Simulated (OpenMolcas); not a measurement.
Single-point calculation, with input and output: AlClO

AlClO, computed with FCI/STO-3G, RHF (OpenMolcas 26.06).

A bond length was changed on purpose from its optimised value.

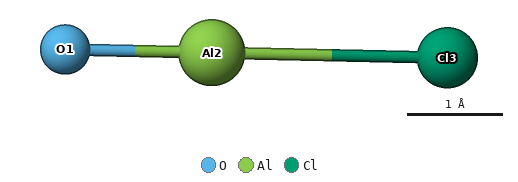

*The input geometry (ball-and-stick view, seen at a tilt; atoms are numbered from 1 in the order of the input). Sticks mark near contacts.*

Bond lengths as drawn: Al–Cl 2.52 Å and Al–O 1.57 Å.

Results in brief

```csv
quantity,value
outcome,converged
total energy,−767.534488 hartree
basis functions,23
hardware,"1 thread of Arm Neoverse V2, 24 GiB of memory available, shared host"
wall time,31 s
peak memory,0.37 GiB
```

Input
```
>>> EXPORT MOLCAS_PRINT=2

&GATEWAY
  BasLib
  $CurrDir
  Coord
  geom.xyz
  Basis
  STO-3G
  Group
  NoSym

&SEWARD

&RASSCF
  FileOrb
  $CurrDir/step1.ScfOrb
  Spin
  1
  Nactel
  16 0 0
  Inactive
  11
  Ras2
  12
  CIRoot
  3 3 1
  OrbListing
  Nothing
  OrbAppear
  Compact
  CIOnly
```

File geom.xyz
```
3

O      0.139010     2.191445     0.318139
Al     0.040880     0.644405     0.093559
Cl    -0.116820    -1.841490    -0.267330
```

Run as:
```bash
export MOLCAS_MEM=1860
pymolcas step2.inp > step2.log
```

Output
```
--- Start Module: gateway ---

                                              &GATEWAY

                       available to each process: 1.9 GB of memory, 1 thread

 Basis Set     1 Label: O.STO-3G
 Basis set is read from library:.
 basistype.tbl is not found

 Basis Set     2 Label: AL.STO-3G
 Basis set is read from library:.
 basistype.tbl is not found

 Basis Set     3 Label: CL.STO-3G
 Basis set is read from library:.
 basistype.tbl is not found

++    Symmetry information:
      ---------------------

                    Character Table for C1

                             E
                    a        1  x, y, xy, Rz, z, xz, Ry, yz, Rx, I
--

++    Basis set information:
      ----------------------

      Basis set label: O.STO-3G.........

      Electronic valence basis set:
      ------------------
      Associated Effective Charge   8.000000 au
      Associated Actual Charge      8.000000 au
      Nuclear Model: Point charge

      Shell  nPrim  nBasis  Cartesian Spherical Contaminant
         s       6       2        X
         p       3       1        X

      Basis set label: AL.STO-3G.........

      Electronic valence basis set:
      ------------------
      Associated Effective Charge  13.000000 au
      Associated Actual Charge     13.000000 au
      Nuclear Model: Point charge

      Shell  nPrim  nBasis  Cartesian Spherical Contaminant
         s       9       3        X
         p       6       2        X

      Basis set label: CL.STO-3G.........

      Electronic valence basis set:
      ------------------
      Associated Effective Charge  17.000000 au
      Associated Actual Charge     17.000000 au
      Nuclear Model: Point charge

      Shell  nPrim  nBasis  Cartesian Spherical Contaminant
         s       9       3        X
         p       6       2        X
--

++    Molecular structure info:
      -------------------------

                    ************************************************
                    **** Cartesian Coordinates / bohr, angstrom ****
                    ************************************************

     Center  Label                x              y              z                     x              y              z
        1      O1               0.262691       4.141231       0.601196              0.139010       2.191445       0.318139
        2      AL2              0.077252       1.217749       0.176801              0.040880       0.644405       0.093559
        3      CL3             -0.220758      -3.479912      -0.505180             -0.116820      -1.841490      -0.267330

                    ***************************************
                    *    InterNuclear Distances / bohr    *
                    ***************************************

               1 O1            2 AL2           3 CL3
    1 O1       0.000000
    2 AL2      2.959940        0.000000
    3 CL3      7.716191        4.756251        0.000000

                    *******************************************
                    *    InterNuclear Distances / angstrom    *
                    *******************************************

               1 O1            2 AL2           3 CL3
    1 O1       0.000000
    2 AL2      1.566333        0.000000
    3 CL3      4.083233        2.516900        0.000000
--

            Nuclear Potential Energy             99.22628985 au

--- Stop Module: gateway /rc=_RC_ALL_IS_WELL_ ---

--- Start Module: seward ---

                                              &SEWARD

                       available to each process: 1.9 GB of memory, 1 thread

               SEWARD will generate:
                  Multipole Moment integrals up to order  2
                  Kinetic Energy integrals
                  Nuclear Attraction integrals (point charge)
                  One-Electron Hamiltonian integrals
                  Velocity integrals
                  Orbital angular momentum around ( -0.0184  -0.2899  -0.0421 )
                  Velocity quadrupole around ( -0.0184  -0.2899  -0.0421 )
                  Two-Electron Repulsion integrals

                   Integrals are discarded if absolute value <: 1.00E-14
                   Integral cutoff threshold is set to       <: 1.00E-16

            Nuclear Potential Energy             99.22628985 au

      Basis set specifications :
      Symmetry species         a
      Basis functions           23

--- Stop Module: seward /rc=_RC_ALL_IS_WELL_ ---

--- Start Module: rasscf ---

                                              &RASSCF

                       available to each process: 1.9 GB of memory, 1 thread

      Header of the ONEINT file:
      --------------------------

      OrdInt status: non-squared

      Cartesian coordinates in angstrom:
      -----------------------------------------------------
      No.  Label        X            Y            Z
      -----------------------------------------------------
       1   O1         0.13901000   2.19144500   0.31813900
       2   AL2        0.04088000   0.64440500   0.09355900
       3   CL3       -0.11682000  -1.84149000  -0.26733000
      -----------------------------------------------------
      Nuclear repulsion energy =   99.22628985

++    Wave function specifications:
      -----------------------------

      Number of closed shell electrons          22
      Number of electrons in active shells      16
      Max number of holes in RAS1 space          0
      Max nr of electrons in RAS3 space          0
      Number of inactive orbitals               11
      Number of active orbitals                 12
      Number of secondary orbitals               0
      Spin quantum number                      0.0
      State symmetry                             1
--

++    Orbital specifications:
      -----------------------

      Symmetry species                           1
                                                 a
      Frozen orbitals                            0
      Inactive orbitals                         11
      Active orbitals                           12
      RAS1 orbitals                              0
      RAS2 orbitals                             12
      RAS3 orbitals                              0
      Secondary orbitals                         0
      Deleted orbitals                           0
      Number of basis functions                 23
--

++    CI expansion specifications:
      ----------------------------

      Number of CSFs                         70785
      Number of spin combinations           122760
      Number of determinants                245025
      Number of root(s) required                 3
      Root chosen for geometry opt.              3
      CI roots used                              1     2     3
      weights                                0.333 0.333 0.333
      highest root included in the CI            3
      max. size of the explicit Hamiltonian    200
--

++    Optimization specifications:
      ----------------------------

      RASSCF algorithm: Conventional
      Maximum number of macro iterations       200
      Maximum number of SX iterations          100
      Threshold for RASSCF energy            1.000E-08
      Threshold for max MO rotation          1.000E-01
      Threshold for max BLB element          1.000E-04
      Level shift parameter                  5.000E-01
      Make Quasi-Newton update
--

      The MO-coefficients are taken from the file:
      step1.ScfOrb
      Title: SCF orbitals

      Total molecular charge    0.00

      ************************************************************************************************************************
      *                                            Wave function control section                                             *
      ************************************************************************************************************************

                                         CASCI only, no orbital optimization will be done.
                                         -------------------------------------------------

          iter iter root      energy       change     param      element    value   shift minimum  type update hh:mm:ss
 Nr of preliminary CI iterations:  18
        1   1    0    0  -767.46045614    0.00E+00   0.00E+00   10  21 1 -1.43E-02*  0.00   0.00    SX    NO    0:00:25

      ************************************************************************************************************************
                                                      Wave function printout:
                       occupation of active orbitals, and spin coupling of open shells (u,d: Spin up or down)
      ************************************************************************************************************************

      Note: transformation to natural orbitals
      has been made, which may change the order of the CSFs.

      printout of CI-coefficients larger than  0.05 for root  1
      energy=    -767.534488
      conf/sym  111111111111     Coeff  Weight
             1  222222220000   0.91193 0.83161
             2  2222222ud000   0.05805 0.00337
             4  222222202000  -0.13889 0.01929
             8  222222u20d00  -0.10296 0.01060
            10  222222udud00  -0.07037 0.00495
            12  222222uudd00  -0.08345 0.00696
            17  222222020200  -0.06802 0.00463
           126  22222u2200d0  -0.10296 0.01060
           127  22222u2du0d0  -0.07037 0.00495
           129  22222u2ud0d0  -0.08345 0.00696
           136  22222ud20ud0  -0.06478 0.00420
           144  22222uu20dd0  -0.06926 0.00480
           336  2222u22200d0  -0.05419 0.00294
           529  222u22220d00   0.05419 0.00294
           741  22u222d2ud00   0.07266 0.00528
           812  22u2222du00d  -0.05882 0.00346
          1396  222220220020  -0.06802 0.00463
          1901  22u22d22u0d0   0.07266 0.00528
          3991  220222222000  -0.07997 0.00640

      printout of CI-coefficients larger than  0.05 for root  2
      energy=    -767.423440
      conf/sym  111111111111     Coeff  Weight
             3  222222u2d000  -0.37709 0.14219
             5  222222ud2000  -0.12130 0.01471
            11  22222202ud00  -0.05563 0.00309
           106  22222u22d000   0.77256 0.59685
           107  22222u2d2000   0.24851 0.06176
           111  22222ud2ud00   0.07490 0.00561
           181  22222u22000d  -0.07000 0.00490
           182  22222u2du00d  -0.05192 0.00270
           184  22222u2ud00d   0.08955 0.00802
           316  2222u222d000   0.21094 0.04450
           317  2222u22d2000   0.13564 0.01840
           526  222u2222d000   0.10744 0.01154
           527  222u222d2000   0.06909 0.00477
          1376  22222022u0d0   0.11408 0.01301
          1551  2222ud22u0d0   0.06493 0.00422

      printout of CI-coefficients larger than  0.05 for root  3
      energy=    -767.423440
      conf/sym  111111111111     Coeff  Weight
             3  222222u2d000  -0.77256 0.59685
             5  222222ud2000  -0.24851 0.06176
            11  22222202ud00  -0.11408 0.01301
            52  222222u2000d   0.07000 0.00490
            54  222222udu00d   0.05192 0.00270
            56  222222uud00d  -0.08955 0.00802
           106  22222u22d000  -0.37709 0.14219
           107  22222u2d2000  -0.12130 0.01471
           128  22222ud2u0d0  -0.07490 0.00561
           316  2222u222d000  -0.10744 0.01154
           317  2222u22d2000  -0.06909 0.00477
           526  222u2222d000   0.21094 0.04450
           527  222u222d2000   0.13564 0.01840
           531  222u22d2ud00   0.06493 0.00422
          1376  22222022u0d0  -0.05563 0.00309

      Natural orbitals and occupation numbers for root  1
      sym 1:   1.995999   1.999751   1.955217   1.998654   1.998654   1.928220   1.928220   1.902557   0.125133   0.075359
               0.075359   0.016877

      Natural orbitals and occupation numbers for root  2
      sym 1:   1.997456   1.999826   1.970199   1.998007   1.986409   1.005115   1.969196   1.977406   1.006256   0.043935
               0.026520   0.019674

      Natural orbitals and occupation numbers for root  3
      sym 1:   1.997456   1.999826   1.970199   1.986409   1.998007   1.969196   1.005115   1.977406   1.006256   0.026520
               0.043935   0.019674

      ************************************************************************************************************************
      *                                                    Final results                                                     *
      ************************************************************************************************************************

++    Final optimization conditions:
      ------------------------------

      Average CI energy                            -767.46045614
      RASSCF energy for state  3                   -767.42344032
      Super-CI energy                                 0.00000000
      RASSCF energy change                            0.00000000
      Max change in MO coefficients               0.000E+00
      Max non-diagonal density matrix element     0.000E+00
      Maximum BLB matrix element                 -1.435E-02
      (orbital pair  10,  21 in symmetry   1)
      Norm of electronic gradient            3.174E-02
--

      Final state energy(ies):
      ------------------------

::    RASSCF root number  1 Total energy:   -767.53448778
::    RASSCF root number  2 Total energy:   -767.42344032
::    RASSCF root number  3 Total energy:   -767.42344032
      Von Neumann Entropy (Root   1) =  0.87193

      Mulliken population analysis for root number:  1
      -----------------------------------------------

++    Molecular charges:
      ------------------

      Mulliken charges per centre
      ---------------------------

                O1      AL2     CL3
      Total    8.3197 12.2582 17.4221

      N-E     -0.3197  0.7418 -0.4221

      Total electronic charge=   38.000000

      Total            charge=   -0.000000
--

      Expectation values of various properties for root number:  1
      -----------------------------------------------------------

++    Molecular properties:
      ---------------------

      Charge (e):
                      =   -0.0000
      Dipole Moment (debye):
      Origin of the operator (angstrom)=   -0.0097   -0.1534   -0.0223
                   X=  1.4824E-01               Y=  2.3366E+00               Z=  3.3923E-01           Total=  2.3657E+00
      Quadrupole Moment (debye*angstrom):
      Origin of the operator (angstrom)=   -0.0097   -0.1534   -0.0223
                  XX= -2.3367E+01              XY= -8.3935E-01              XZ= -1.2185E-01              YY= -3.6545E+01
                  YZ= -1.9209E+00              ZZ= -2.3592E+01
      In traceless form (debye*angstrom)
                  XX=  6.7021E+00              XY= -1.2590E+00              XZ= -1.8277E-01              YY= -1.3066E+01
                  YZ= -2.8813E+00              ZZ=  6.3637E+00
--

      Von Neumann Entropy (Root   2) =  1.33951

      Mulliken population analysis for root number:  2
      -----------------------------------------------

++    Molecular charges:
      ------------------

      Mulliken charges per centre
      ---------------------------

                O1      AL2     CL3
      Total    8.2944 12.2370 17.4686

      N-E     -0.2944  0.7630 -0.4686

      Total electronic charge=   38.000000

      Total            charge=   -0.000000
--

      Expectation values of various properties for root number:  2
      -----------------------------------------------------------

++    Molecular properties:
      ---------------------

      Charge (e):
                      =   -0.0000
      Dipole Moment (debye):
      Origin of the operator (angstrom)=   -0.0097   -0.1534   -0.0223
                   X=  2.8998E-01               Y=  4.5710E+00               Z=  6.6360E-01           Total=  4.6281E+00
      Quadrupole Moment (debye*angstrom):
      Origin of the operator (angstrom)=   -0.0097   -0.1534   -0.0223
                  XX= -2.2452E+01              XY= -8.3881E-01              XZ=  2.3787E-01              YY= -3.4832E+01
                  YZ= -1.6973E+00              ZZ= -2.3544E+01
      In traceless form (debye*angstrom)
                  XX=  6.7356E+00              XY= -1.2582E+00              XZ=  3.5680E-01              YY= -1.1834E+01
                  YZ= -2.5459E+00              ZZ=  5.0981E+00
--

      Von Neumann Entropy (Root   3) =  1.33951

      Mulliken population analysis for root number:  3
      -----------------------------------------------

++    Molecular charges:
      ------------------

      Mulliken charges per centre
      ---------------------------

                O1      AL2     CL3
      Total    8.2944 12.2370 17.4686

      N-E     -0.2944  0.7630 -0.4686

      Total electronic charge=   38.000000

      Total            charge=   -0.000000
--

      Expectation values of various properties for root number:  3
      -----------------------------------------------------------

++    Molecular properties:
      ---------------------

      Charge (e):
                      =   -0.0000
      Dipole Moment (debye):
      Origin of the operator (angstrom)=   -0.0097   -0.1534   -0.0223
                   X=  2.8997E-01               Y=  4.5710E+00               Z=  6.6360E-01           Total=  4.6281E+00
      Quadrupole Moment (debye*angstrom):
      Origin of the operator (angstrom)=   -0.0097   -0.1534   -0.0223
                  XX= -2.3341E+01              XY= -6.8137E-01              XZ= -4.5855E-01              YY= -3.4830E+01
                  YZ= -1.7817E+00              ZZ= -2.2658E+01
      In traceless form (debye*angstrom)
                  XX=  5.4029E+00              XY= -1.0221E+00              XZ= -6.8783E-01              YY= -1.1830E+01
                  YZ= -2.6726E+00              ZZ=  6.4274E+00
--

      Average orbitals are written to the RASORB file
      Natural orbitals for root   1 are written to the RASORB.1 file
      Natural orbitals for root   2 are written to the RASORB.2 file
      Natural orbitals for root   3 are written to the RASORB.3 file
      Spin density orbitals for root   1 are written to the SPDORB.1 file
      Spin density orbitals for root   2 are written to the SPDORB.2 file
      Spin density orbitals for root   3 are written to the SPDORB.3 file

--- Stop Module: rasscf /rc=_RC_ALL_IS_WELL_ ---
           step2.SpdOrb.1 step2.SpdOrb.2 step2.SpdOrb.3 xmldump
--- Module rasscf spent 29 seconds ---

.##################.
.# Happy landing! #.
.##################.

    Timing: Wall=30.32 User=29.35 System=0.96
```
